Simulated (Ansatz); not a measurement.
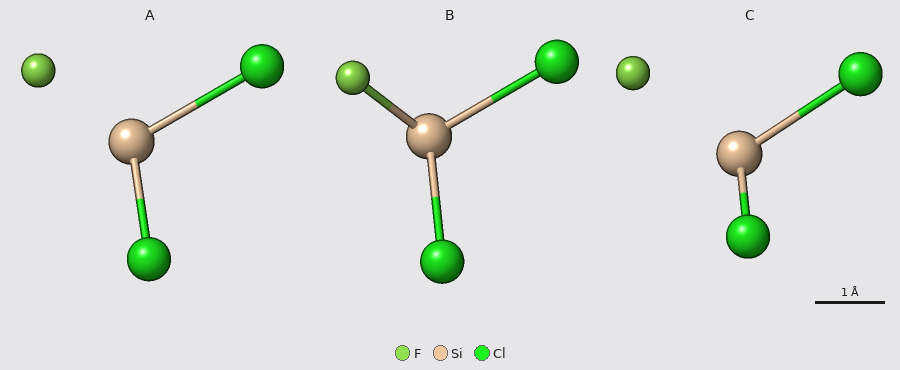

3 geometries from one relaxation of SiCl2F (charge −1), in shuffled order. A ball-and-stick model, seen face on.

It is one of the separated reactants of a reaction.

Method: RKS PBE-D4/def2-SVPD (Ansatz 0.2.0). (force threshold 0.03 eV/Å; at most 250 steps)

Q: Order the frames from highest to lowest energy.

A: C, A, B. They are steps 0, 2, 7, at +114.7 kcal/mol, +12.7 kcal/mol relative to the last. The atom that moves furthest after the best rigid fit is a Cl atom (0.41 Å). Largest moves by element: Cl 0.41 Å, F 0.32 Å, Si 0.30 Å. Some distances before and after: Cl–Si 1.651 → 2.271 Å, F–Si 2.221 → 1.717 Å, Cl–Si 2.221 → 2.272 Å. New bonds form, among them: F–Si (2.22 → 1.72 Å). Over 6 accepted moves (7 points after the start) the energy falls by 114.7 kcal/mol. The largest force component goes from 17 to 0.02 eV/Å. The line search rejected the trial step at point 6 of the run. Cost: 13 s on 2 threads of Arm Neoverse V2, with other jobs on the host.

Limits of the set-up: the start holds two separate molecules, 2.2 Å apart at their closest, whose relative position is a soft coordinate.
